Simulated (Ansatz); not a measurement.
# CSF+ (singlet): one geometry, many settings

What do other methods and options give for CSF+ (singlet) at this geometry, and how long do they take?

Method: the settings change from run to run; program: Ansatz 0.2.0, Gaussian basis.

26 further runs of the same task are left out: 11 that didn't finish, 15 set aside as unsound or not needed.

## 1. The geometry

The geometry is a PBE0/def2-TZVP stationary point (not a proven minimum) of the parent state, kept for this charge and spin.

3 atoms, charge 1, spin multiplicity 1.

Atoms are counted from 1 here; the program's logs count them from 0.

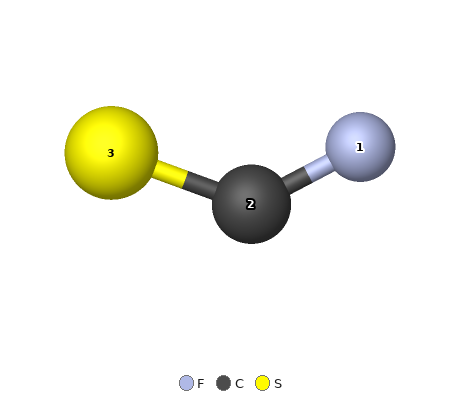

The structure; fluorine light blue, carbon dark grey, sulfur yellow; atoms are numbered from 1 in the order of the file.

## 2. CASSCF(6,4)/STO-3G

File in.yaml:

```yaml
crystal:
  periodic: [false, false, false]
  atoms:
    - {symbol: F, position_ang: [0.000000, -0.166439, 1.549273]}
    - {symbol: C, position_ang: [0.000000, 0.451313, 0.410307]}
    - {symbol: S, position_ang: [0.000000, -0.070435, -1.071629]}
basis:
  gaussian: {orbitals: STO-3G}
total_charge: 1
correlation: {active_space: {window: {electrons: 6, orbitals: 4}, states: [{multiplicity: 1, weights: [1, 1, 1]}], root: 0}}
accuracy: high
```

Command:

```bash
$ ansatz run in.yaml --threads 1 --pin off --events-out ev --progress --plain --max-ram 2393MiB
```

The log of the run:

```text
Functional definition: HF
  name "HF"
  cite "Fock, Z. Phys. 61, 126 (1930) doi:10.1007/BF01340294"
  parent pbe
  exchange = exact_x
  correlation = 0
326 factors; integrals over basis functions are off by at most 4.2e-8 eV
mean field evaluation 1: about -14371.9940 eV, gradient 3.1e1 eV
mean field evaluation 2: about -14372.0436 eV, gradient 3.1e1 eV
mean field evaluation 4: about -14375.0609 eV, gradient 4.5e0 eV
mean field evaluation 8: about -14375.1493 eV, gradient 1.1e-1 eV
mean field -14375.14707651 eV, -528.2769112371 hartree, gradient 1.5e-8 eV, S^2 0.000000; 0 other end points of the search recorded, 0 dependent functions left out
reference -14375.14707651 eV, -528.2769112371 hartree; 15, 15 occupied and 4, 4 virtual orbitals, 326 factors
state -14376.55453027 eV, -528.3286342088 hartree
state -14373.17030648 eV, -528.2042662785 hartree
state -14370.70506423 eV, -528.1136702965 hartree
Total energy: -14376.55453027 eV, -528.3286342088 hartree
```

Wall time 0.55 s (1 thread of AMD EPYC, shared host).

From the report: 16 determinants; active occupations (of the averaged states) 1.94, 1.67, 1.66, 0.73.

## 3. CCSD on UHF/6-31G

File in.yaml:

```yaml
crystal:
  periodic: [false, false, false]
  atoms:
    - {symbol: F, position_ang: [0.000000, -0.166439, 1.549273]}
    - {symbol: C, position_ang: [0.000000, 0.451313, 0.410307]}
    - {symbol: S, position_ang: [0.000000, -0.070435, -1.071629]}
basis:
  gaussian: {orbitals: 6-31G}
total_charge: 1
magnetization: {spin_polarized: true, initial_magnetization: 0}
hamiltonian: {pseudopotentials: {relativity: scalar}}
correlation: {method: ccsd, electrons: outside_noble_gas}
```

Launched as before.

The log of the run (excerpt; [...] marks lines left out):

```text
Functional definition: HF
  name "HF"
  cite "Fock, Z. Phys. 61, 126 (1930) doi:10.1007/BF01340294"
  parent pbe
[...]
342 factors; integrals over basis functions are off by at most 1.5e-4 eV
[...]
mean field -14567.94544317 eV, -535.3621205283 hartree, gradient 2.5e-6 eV, S^2 0.966262; 7 other end points of the search recorded, 0 dependent functions left out
determinant -14567.94544317 eV, -535.3621205283 hartree, with singles and doubles -14575.36572868 eV, -535.6348109914 hartree
determinant -14565.75728604 eV, -535.2817072372 hartree, with singles and doubles -14572.42213869 eV, -535.5266360542 hartree
determinant -14567.06061503 eV, -535.3296036939 hartree, with singles and doubles -14575.54045076 eV, -535.6412319092 hartree
7 core orbitals not correlated: weight in the atoms' cores, before any rotation towards them, 1.000 or more for the frozen orbitals, at most 0.000 for the correlated occupied ones
reference -14567.94544317 eV, -535.3621205283 hartree; 8, 8 occupied and 16, 16 virtual orbitals, 342 factors
second order -6.43633459 eV of doubles, -0.00000000 eV of singles
cycle   1  -7.43302594 eV  change   -1.3e-2 eV  update   1.6e-2
[...]
cycle  13  -7.56597190 eV  change   -3.5e-6 eV  update   7.7e-6
WARN: the results are in doubt because among natural orbitals full CI differs from the method by -0.154 eV
Total energy: -14575.51141507 eV, -535.6401648672 hartree
Relativity: scalar
In doubt: among natural orbitals full CI differs from the method by -0.154 eV
```

Run time: 4.3 s. Hardware: 1 thread of AMD EPYC, shared host.

From the report: ⟨S²⟩ of the determinant 0.966 (pure singlet: 0.00); correlation -7.5660 eV; T1 0.093; largest double amplitude 0.18. The determinant is far from a pure spin state, so its energy mixes those of several spin states (harmless only where they are near-degenerate, as at dissociation). Mind the lines of doubt at the end of the log.

## 4. BCCD(T) on RHF/6-31G*

File in.yaml:

```yaml
crystal:
  periodic: [false, false, false]
  atoms:
    - {symbol: F, position_ang: [0.000000, -0.166439, 1.549273]}
    - {symbol: C, position_ang: [0.000000, 0.451313, 0.410307]}
    - {symbol: S, position_ang: [0.000000, -0.070435, -1.071629]}
basis:
  gaussian: {orbitals: "6-31G*"}
total_charge: 1
magnetization: {spin_polarized: false}
correlation: {method: bccd_t, electrons: valence}
scf: {lower_state_search: light}
output: {forces: true}
```

Launched as before.

The log of the run (excerpt; [...] marks lines left out):

```text
Functional definition: HF
  name "HF"
  cite "Fock, Z. Phys. 61, 126 (1930) doi:10.1007/BF01340294"
  parent pbe
[...]
439 factors; integrals over basis functions are off by at most 9.4e-4 eV
[...]
mean field -14541.01826217 eV, -534.3725648785 hartree, gradient 2.6e-6 eV, S^2 0.000000; 2 other end points of the search recorded, 0 dependent functions left out; unrestricted orbitals would lower it
[...]
7 core orbitals not correlated: weight in the atoms' cores, before any rotation towards them, 1.000 or more for the frozen orbitals, at most 0.000 for the correlated occupied ones
reference -14541.01826217 eV, -534.3725648785 hartree; 8, 8 occupied and 34, 34 virtual orbitals, 439 factors
second order -12.03170399 eV of doubles, -0.00000000 eV of singles
cycle   1  -11.42855862 eV  change    6.0e-1 eV  update   1.5e-1
[...]
cycle  15  -12.15617612 eV  change   -8.1e-6 eV  update   1.9e-6
perturbative correction -0.72620347 eV, -0.0266874854 hartree
[...]
Total energy: -14553.90064177 eV, -534.8459835967 hartree
Atom 0 at     0.000000    -0.166439     1.549273 Å, force     0.000000     2.444782    -0.496949 eV/Å
Atom 1 at     0.000000     0.451313     0.410307 Å, force    -0.000000    -4.388405    -0.275061 eV/Å
Atom 2 at     0.000000    -0.070435    -1.071629 Å, force    -0.000000     1.943623     0.772010 eV/Å
Dipole moment:    -0.000000     0.057064    -0.313806 e Å
```

It took 6.5 s on 1 thread of AMD EPYC, shared host.

From the report: correlation -12.8824 eV; largest double amplitude 0.16.

## 5. BCCD on UHF/6-31G*

in.yaml: that of step 4 with these lines changed.

```diff
@@ -9,5 +9,3 @@
 total_charge: 1
-magnetization: {spin_polarized: false}
-correlation: {method: bccd_t, electrons: valence}
-scf: {lower_state_search: light}
-output: {forces: true}
+magnetization: {spin_polarized: true, initial_magnetization: 0}
+correlation: {method: bccd, electrons: outside_noble_gas}
```

The command is unchanged.

The log of the run (excerpt; [...] marks lines left out):

```text
Functional definition: HF
  name "HF"
  cite "Fock, Z. Phys. 61, 126 (1930) doi:10.1007/BF01340294"
  parent pbe
[...]
439 factors; integrals over basis functions are off by at most 9.4e-4 eV
[...]
mean field -14541.85388475 eV, -534.4032734421 hartree, gradient 2.9e-6 eV, S^2 0.903171; 9 other end points of the search recorded, 0 dependent functions left out
determinant -14541.85388475 eV, -534.4032734421 hartree, with singles and doubles -14553.07173596 eV, -534.8155218703 hartree
determinant -14539.85022637 eV, -534.3296403545 hartree, with singles and doubles -14550.45663953 eV, -534.7194188489 hartree
7 core orbitals not correlated: weight in the atoms' cores, before any rotation towards them, 1.000 or more for the frozen orbitals, at most 0.000 for the correlated occupied ones
reference -14541.85388475 eV, -534.4032734421 hartree; 8, 8 occupied and 34, 34 virtual orbitals, 439 factors
second order -10.11723793 eV of doubles, -0.00000000 eV of singles
cycle   1  -11.19317286 eV  change    2.5e-2 eV  update   6.9e-2
[...]
cycle  21  -11.31945021 eV  change    1.8e-7 eV  update   1.8e-6
WARN: the results are in doubt because among natural orbitals full CI differs from the method by -0.130 eV
Total energy: -14553.17333497 eV, -534.8192555648 hartree
In doubt: among natural orbitals full CI differs from the method by -0.130 eV
```

Run time: 12 s. Hardware: 1 thread of AMD EPYC, shared host.

From the report: ⟨S²⟩ of the determinant 0.903 (pure singlet: 0.00); correlation -11.3195 eV; largest double amplitude 0.16. The determinant is far from a pure spin state, so its energy mixes those of several spin states (harmless only where they are near-degenerate, as at dissociation). Mind the lines of doubt at the end of the log.

## 6. CCSD on RHF/aug-cc-pVDZ

File in.yaml:

```yaml
crystal:
  periodic: [false, false, false]
  atoms:
    - {symbol: F, position_ang: [0.000000, -0.166439, 1.549273]}
    - {symbol: C, position_ang: [0.000000, 0.451313, 0.410307]}
    - {symbol: S, position_ang: [0.000000, -0.070435, -1.071629]}
basis:
  gaussian: {orbitals: aug-cc-pVDZ}
total_charge: 1
magnetization: {spin_polarized: false}
correlation: {method: ccsd, electrons: valence}
output: {forces: true}
```

Same command.

The log of the run (excerpt; [...] marks lines left out):

```text
Functional definition: HF
  name "HF"
  cite "Fock, Z. Phys. 61, 126 (1930) doi:10.1007/BF01340294"
  parent pbe
[...]
729 factors; integrals over basis functions are off by at most 6.7e-4 eV
[...]
mean field -14542.07038207 eV, -534.4112295719 hartree, gradient 3.0e-6 eV, S^2 0.000000; 2 other end points of the search recorded, 0 dependent functions left out; unrestricted orbitals would lower it
[...]
7 core orbitals not correlated: weight in the atoms' cores, before any rotation towards them, 1.000 or more for the frozen orbitals, at most 0.000 for the correlated occupied ones
reference -14542.07038207 eV, -534.4112295719 hartree; 8, 8 occupied and 58, 58 virtual orbitals, 729 factors
second order -13.10084929 eV of doubles, -0.00000000 eV of singles
cycle   1  -12.59540011 eV  change    5.1e-1 eV  update   1.4e-1
[...]
cycle  14  -13.30684456 eV  change   -4.6e-6 eV  update   2.0e-6
WARN: the results are in doubt because among natural orbitals full CI differs from the method by -0.097 eV
[...]
Total energy: -14555.37722664 eV, -534.9002470899 hartree
Atom 0 at     0.000000    -0.166439     1.549273 Å, force     0.000000     2.528813    -0.486720 eV/Å
Atom 1 at     0.000000     0.451313     0.410307 Å, force    -0.000000    -4.550949    -0.312741 eV/Å
Atom 2 at     0.000000    -0.070435    -1.071629 Å, force     0.000000     2.022136     0.799461 eV/Å
Dipole moment:     0.000000     0.057600    -0.342534 e Å
In doubt: among natural orbitals full CI differs from the method by -0.097 eV
```

It took 16 s on 1 thread of AMD EPYC, shared host.

From the report: correlation -13.3068 eV; T1 0.025; largest double amplitude 0.15. Mind the lines of doubt at the end of the log.

## 7. CCSD on UHF/cc-pVDZ

File in.yaml:

```yaml
crystal:
  periodic: [false, false, false]
  atoms:
    - {symbol: F, position_ang: [0.000000, -0.166439, 1.549273]}
    - {symbol: C, position_ang: [0.000000, 0.451313, 0.410307]}
    - {symbol: S, position_ang: [0.000000, -0.070435, -1.071629]}
basis:
  gaussian: {orbitals: cc-pVDZ}
total_charge: 1
magnetization: {spin_polarized: true, initial_magnetization: 0}
correlation: {method: ccsd, electrons: outside_noble_gas}
scf: {lower_state_search: light}
```

Same command.

The log of the run (excerpt; [...] marks lines left out):

```text
Functional definition: HF
  name "HF"
  cite "Fock, Z. Phys. 61, 126 (1930) doi:10.1007/BF01340294"
  parent pbe
[...]
454 factors; integrals over basis functions are off by at most 8.3e-4 eV
[...]
mean field -14542.56328741 eV, -534.4293435089 hartree, gradient 2.5e-6 eV, S^2 0.882006; 10 other end points of the search recorded, 0 dependent functions left out
determinant -14542.56328741 eV, -534.4293435089 hartree, with singles and doubles -14554.36234198 eV, -534.8629507668 hartree
determinant -14540.56567764 eV, -534.3559327040 hartree, with singles and doubles -14551.73970955 eV, -534.7665708025 hartree
determinant -14541.77103551 eV, -534.4002287886 hartree, with singles and doubles -14554.54145292 eV, -534.8695329722 hartree
7 core orbitals not correlated: weight in the atoms' cores, before any rotation towards them, 1.000 or more for the frozen orbitals, at most 0.000 for the correlated occupied ones
reference -14542.56328741 eV, -534.4293435089 hartree; 8, 8 occupied and 31, 31 virtual orbitals, 454 factors
second order -10.67319231 eV of doubles, -0.00000000 eV of singles
cycle   1  -11.81086791 eV  change   -1.2e-2 eV  update   1.4e-2
[...]
cycle  12  -11.91810757 eV  change   -1.5e-5 eV  update   8.8e-6
WARN: the results are in doubt because among natural orbitals full CI differs from the method by -0.103 eV
Total energy: -14554.48139498 eV, -534.8673258838 hartree
In doubt: among natural orbitals full CI differs from the method by -0.103 eV
```

Run time: 11 s. Hardware: 1 thread of AMD EPYC, shared host.

From the report: ⟨S²⟩ of the determinant 0.882 (pure singlet: 0.00); correlation -11.9181 eV; T1 0.082; largest double amplitude 0.16. The determinant is far from a pure spin state, so its energy mixes those of several spin states (harmless only where they are near-degenerate, as at dissociation). Mind the lines of doubt at the end of the log.

## 8. The runs in one table

 † marks a result that the program doubts.

```csv
level,correlated,functions,energy (eV),time
"CASSCF(6,4)/STO-3G (lowest root of an average)",,19,-14376.5545,0.55 s
CCSD on UHF/6-31G (relativity set) †,outside noble gas,31,-14575.5114,4.3 s
BCCD(T) on RHF/6-31G*,valence,49,-14553.9006,6.5 s
BCCD on UHF/6-31G* †,outside noble gas,49,-14553.1733,12 s
CCSD on RHF/aug-cc-pVDZ †,valence,73,-14555.3772,16 s
CCSD on UHF/cc-pVDZ †,outside noble gas,46,-14554.4814,11 s
```

## 9. Summary of results

| quantity | value |
| --- | --- |
| runs | 6 |
| quickest | CASSCF(6,4)/STO-3G (lowest root of an average), 0.55 s |
| slowest | CCSD on RHF/aug-cc-pVDZ †, 16 s |

In words: Total energies in different bases, with other cores or another treatment of relativity can't be set against each other. CCSD on RHF/aug-cc-pVDZ † took 29 times as long as CASSCF(6,4)/STO-3G (lowest root of an average); the jobs differ in more than the method.
